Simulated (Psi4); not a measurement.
Single-point calculation, with input and output: SiH2OF (part 1 of 2)

SiH2OF, multiplicity 4, computed with CAM-B3LYP/pcseg-3, UKS (Psi4 1.11).

The geometry is that of the parent species in another charge or spin state. The geometry comes from this level: PBE0-D4/def2-TZVP.

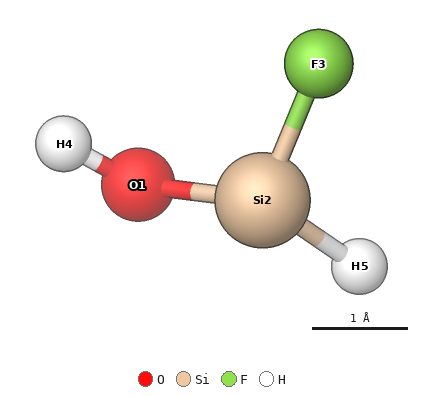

*The input geometry (ball-and-stick view, seen at a tilt; atoms are numbered from 1 in the order of the input).*

Bond lengths as drawn: F–Si 1.60 Å, H–O 0.96 Å, H–Si 1.49 Å and O–Si 1.64 Å.

## The input (job.inp)
```
memory 1600 mb

molecule molecule1 {
  0 4
  O     -0.615200    -0.884600    -0.276300
  Si     0.283900     0.245700     0.493100
  F      0.207000     1.646500    -0.283100
  H     -1.564500    -0.765100    -0.338000
  H      1.688800    -0.242600     0.404400
  symmetry c1
}

set reference uks
set puream true
set scf_type df
set dft_radial_points 99
set dft_spherical_points 590
set maxiter 150

e, wfn = energy('cam-b3lyp/pcseg-3', return_wfn=True)
print_variables()
```

Machine: 1 thread of Intel Xeon (Sapphire Rapids), 16 GiB of memory available, shared host.

Command:
```bash
psi4 -n 1 job.inp job.out
```

## Output
```
Psi4 1.11 release

   => Loading Basis Set <=

    Name: PCSEG-3
    Role: ORBITAL
    Keyword: BASIS

         ---------------------------------------------------------
                                   SCF
                              UKS Reference
                        1 Threads,   1525 MiB Core
         ---------------------------------------------------------

  ==> Geometry <==

    Molecular point group: c1
    Full point group: C1

    Geometry (in Angstrom), charge = 0, multiplicity = 4:

       Center              X                  Y                   Z               Mass
    ------------   -----------------  -----------------  -----------------  -----------------
         O           -0.648445985086    -1.238370847018    -0.338844329817    15.994914619570
         SI           0.250654014914    -0.108070847018     0.430555670183    27.976926534650
         F            0.173754014914     1.292729152982    -0.345644329817    18.998403162730
         H           -1.597745985086    -1.118870847018    -0.400544329817     1.007825032230
         H            1.655554014914    -0.596370847018     0.341855670183     1.007825032230

  Running in c1 symmetry.

  Rotational constants: A =      0.93446  B =      0.25550  C =      0.20978 [cm^-1]
  Rotational constants: A =  28014.42060  B =   7659.80779  C =   6288.91424 [MHz]
  Nuclear repulsion =  110.136766909271230

  Charge       = 0
  Multiplicity = 4
  Electrons    = 33
  Nalpha       = 18
  Nbeta        = 15

  ==> Algorithm <==

  SCF Algorithm Type is DF.
  DIIS enabled.
  MOM disabled.
  Fractional occupation disabled.
  Guess Type is SAD.
  Energy threshold   = 1.00e-06
  Density threshold  = 1.00e-06
  Integral threshold = 1.00e-12

  ==> Primary Basis <==

  Basis Set: PCSEG-3
    Blend: PCSEG-3
    Number of shells: 72
    Number of basis functions: 250
    Number of Cartesian functions: 308
    Spherical Harmonics?: true
    Max angular momentum: 4

  ==> DFT Potential <==

   => LibXC <=

    Version 7.1.2

   => Composite Functional: CAM-B3LYP <=

    CAM-B3LYP Hyb-GGA Exchange-Correlation Functional

    Deriv               =              1
    GGA                 =           TRUE
    Meta                =          FALSE

    Exchange Hybrid     =           TRUE
    MP2 Hybrid          =          FALSE

   => Exchange Functionals <=

    0.3500         Becke 88 [omega = 0.3300]
    0.4600   Short-range recipe for B88 functional - erf [omega = 0.3300]

   => Exact (HF) Exchange <=

    0.4600            HF,LR [omega = 0.3300]
    0.1900               HF

   => Correlation Functionals <=

    0.1900   Vosko, Wilk & Nusair (VWN5)
    0.8100   Lee, Yang & Parr

   => LibXC Density Thresholds  <==

    XC_HYB_GGA_XC_CAM_B3LYP:  1.00E-14

   => Molecular Quadrature <=

    Radial Scheme          =       TREUTLER
    Pruning Scheme         =           NONE
    Nuclear Scheme         =       TREUTLER

    Blocking Scheme        =         OCTREE
    BS radius alpha        =              1
    Pruning alpha          =              1
    Radial Points          =             99
    Spherical Points       =            590
    Total Points           =         283067
    Total Blocks           =           2106
    Max Points             =            256
    Max Functions          =            237
    Weights Tolerance      =       1.00E-15

   => Loading Basis Set <=

    Name: (PCSEG-3 AUX)
    Role: JKFIT
    Keyword: DF_BASIS_SCF

  ==> Integral Setup <==

  DFHelper Memory: AOs need 0.439 GiB; user supplied 0.439 GiB.
  SCF_SUBTYPE=INCORE selected. In-core MEM_DF algorithm will be used.
  Using in-core AOs.

  ==> MemDFJK: Density-Fitted J/K Matrices <==

    J tasked:                   Yes
    K tasked:                   Yes
    wK tasked:                  Yes
    Omega:                3.300E-01
    Memory [MiB]:               449
    Algorithm:                 Core
    Schwarz Cutoff:           1E-12
    Mask sparsity (%):       4.2048
    Fitting Condition:        1E-10

   => Auxiliary Basis Set <=

  Basis Set: (PCSEG-3 AUX)
    Blend: DEF2-UNIVERSAL-JKFIT
    Number of shells: 100
    Number of basis functions: 318
    Number of Cartesian functions: 381
    Spherical Harmonics?: true
    Max angular momentum: 4

  Cached 33.3% of DFT collocation blocks in 0.477 [GiB].

  Minimum eigenvalue in the overlap matrix is 1.5345854037E-04.
  Reciprocal condition number of the overlap matrix is 2.1256684577E-05.
    Using symmetric orthogonalization.

  ==> Pre-Iterations <==

  SCF Guess: Superposition of Atomic Densities via on-the-fly atomic UHF (no occupation information).

   -------------------------
    Irrep   Nso     Nmo
   -------------------------
     A        250     250
   -------------------------
    Total     250     250
   -------------------------

  ==> Iterations <==

                           Total Energy        Delta E     RMS |[F,P]|

   @DF-UKS iter SAD:  -465.21983350267402   -4.65220e+02   0.00000e+00
   @DF-UKS iter   1:  -465.32013264538233   -1.00299e-01   3.19317e-03 DIIS/ADIIS
   @DF-UKS iter   2:  -464.49742800193843    8.22705e-01   6.20853e-03 DIIS/ADIIS
   @DF-UKS iter   3:  -465.52360314083751   -1.02618e+00   1.14626e-03 DIIS/ADIIS
   @DF-UKS iter   4:  -465.55852740143138   -3.49243e-02   7.32513e-04 DIIS/ADIIS
   @DF-UKS iter   5:  -465.56823394697540   -9.70655e-03   3.27362e-04 DIIS/ADIIS
   @DF-UKS iter   6:  -465.57153220493944   -3.29826e-03   2.67534e-04 DIIS/ADIIS
   @DF-UKS iter   7:  -465.57493795303634   -3.40575e-03   2.31212e-04 DIIS/ADIIS
   @DF-UKS iter   8:  -465.57946275887281   -4.52481e-03   2.15976e-04 DIIS/ADIIS
   @DF-UKS iter   9:  -465.58055494188613   -1.09218e-03   2.14890e-04 DIIS/ADIIS
   @DF-UKS iter  10:  -465.57942781210761    1.12713e-03   2.14246e-04 DIIS/ADIIS
   @DF-UKS iter  11:  -465.57581147876766    3.61633e-03   2.08265e-04 DIIS/ADIIS
   @DF-UKS iter  12:  -465.57546654981610    3.44929e-04   2.06117e-04 DIIS/ADIIS
   @DF-UKS iter  13:  -465.57146793738883    3.99861e-03   2.13731e-04 DIIS/ADIIS
   @DF-UKS iter  14:  -465.57528886561033   -3.82093e-03   1.86601e-04 DIIS/ADIIS
   @DF-UKS iter  15:  -465.57818651845179   -2.89765e-03   1.78265e-04 DIIS/ADIIS
   @DF-UKS iter  16:  -465.58082137848521   -2.63486e-03   1.39687e-04 DIIS/ADIIS
   @DF-UKS iter  17:  -465.58489848637583   -4.07711e-03   1.27915e-04 DIIS/ADIIS
   @DF-UKS iter  18:  -465.58828958371993   -3.39110e-03   1.12283e-04 DIIS/ADIIS
   @DF-UKS iter  19:  -465.58908935491803   -7.99771e-04   1.15884e-04 DIIS/ADIIS
   @DF-UKS iter  20:  -465.59274491137182   -3.65556e-03   7.37785e-05 DIIS
   @DF-UKS iter  21:  -465.59606420098805   -3.31929e-03   6.21714e-05 DIIS
   @DF-UKS iter  22:  -465.59647965021088   -4.15449e-04   6.30638e-05 DIIS
   @DF-UKS iter  23:  -465.59646011488053    1.95353e-05   3.12562e-05 DIIS
   @DF-UKS iter  24:  -465.59669933094364   -2.39216e-04   3.26038e-05 DIIS
   @DF-UKS iter  25:  -465.59695348524775   -2.54154e-04   2.87921e-05 DIIS
   @DF-UKS iter  26:  -465.59703114349117   -7.76582e-05   7.98549e-06 DIIS
   @DF-UKS iter  27:  -465.59703460381911   -3.46033e-06   1.58235e-05 DIIS
   @DF-UKS iter  28:  -465.59704631008492   -1.17063e-05   9.59244e-06 DIIS
   @DF-UKS iter  29:  -465.59705031598605   -4.00590e-06   3.96404e-06 DIIS
   @DF-UKS iter  30:  -465.59705119517020   -8.79184e-07   3.72305e-07 DIIS
  Energy and wave function converged.

  ==> Post-Iterations <==

   Electrons on quadrature grid:
      Nalpha   =   17.9999999061 ; deviation = -9.390e-08
      Nbeta    =   14.9999999777 ; deviation = -2.231e-08
      Ntotal   =   32.9999998838 ; deviation = -1.162e-07

   @Spin Contamination Metric:   4.617322446E-03
   @S^2 Expected:                3.750000000E+00
   @S^2 Observed:                3.754617322E+00
   @S   Expected:                1.500000000E+00
   @S   Observed:                1.500000000E+00

    Orbital Energies [Eh]
    ---------------------

    Alpha Occupied:

       1A    -66.273346     2A    -24.797834     3A    -19.431450
       4A     -5.451426     5A     -3.811767     6A     -3.810362
       7A     -3.806764     8A     -1.322189     9A     -1.297942
      10A     -0.794203    11A     -0.681444    12A     -0.665040
      13A     -0.626091    14A     -0.569833    15A     -0.563613
      16A     -0.516265    17A     -0.333378    18A     -0.145730

    Alpha Virtual:

      19A      0.004794    20A      0.030590    21A      0.045933
      22A      0.066228    23A      0.113568    24A      0.119457
      25A      0.131458    26A      0.160811    27A      0.167934
      28A      0.178272    29A      0.209749    30A      0.223056
      31A      0.248394    32A      0.275761    33A      0.300699
      34A      0.314300    35A      0.349409    36A      0.353321
      37A      0.390348    38A      0.425431    39A      0.456312
      40A      0.473408    41A      0.491142    42A      0.514403
      43A      0.528870    44A      0.557507    45A      0.574085
      46A      0.598010    47A      0.634334    48A      0.718934
      49A      0.781898    50A      0.792120    51A      0.819509
      52A      0.827103    53A      0.848146    54A      0.869966
      55A      0.897985    56A      0.940093    57A      0.970359
      58A      1.016681    59A      1.030800    60A      1.051029
      61A      1.073294    62A      1.111692    63A      1.134593
      64A      1.146068    65A      1.161190    66A      1.173384
      67A      1.221968    68A      1.251600    69A      1.291068
      70A      1.298477    71A      1.334937    72A      1.360370
      73A      1.427454    74A      1.497896    75A      1.518631
      76A      1.551643    77A      1.578797    78A      1.660320
      79A      1.685875    80A      1.704336    81A      1.756359
      82A      1.806591    83A      1.833539    84A      1.909599
      85A      1.922021    86A      1.997705    87A      2.042845
      88A      2.086096    89A      2.111178    90A      2.152995
      91A      2.217169    92A      2.237971    93A      2.294134
      94A      2.330102    95A      2.361833    96A      2.386964
      97A      2.450949    98A      2.468272    99A      2.510402
     100A      2.559230   101A      2.645668   102A      2.692037
     103A      2.788209   104A      2.802007   105A      2.858438
     106A      2.869779   107A      2.941360   108A      2.964823
     109A      3.026383   110A      3.048659   111A      3.105430
     112A      3.156347   113A      3.196249   114A      3.238935
     115A      3.268487   116A      3.329825   117A      3.374608
     118A      3.402722   119A      3.446882   120A      3.541128
     121A      3.613244   122A      3.655507   123A      3.699298
     124A      3.716428   125A      3.787288   126A      3.816166
     127A      3.879908   128A      3.920052   129A      3.970977
     130A      4.014009   131A      4.092089   132A      4.124983
     133A      4.179917   134A      4.203267   135A      4.227784
     136A      4.245992   137A      4.298439   138A      4.324979
     139A      4.359221   140A      4.370378   141A      4.466887
     142A      4.496192   143A      4.520176   144A      4.614703
     145A      4.650361   146A      4.690017   147A      4.774267
     148A      4.918071   149A      4.965834   150A      5.000389
     151A      5.024605   152A      5.076455   153A      5.156919
     154A      5.224933   155A      5.335486   156A      5.409714
     157A      5.575354   158A      5.917483   159A      6.094394
     160A      6.367193   161A      6.698448   162A      6.754438
     163A      6.916659   164A      6.943165   165A      7.162254
     166A      7.209900   167A      7.330726   168A      7.415990
```
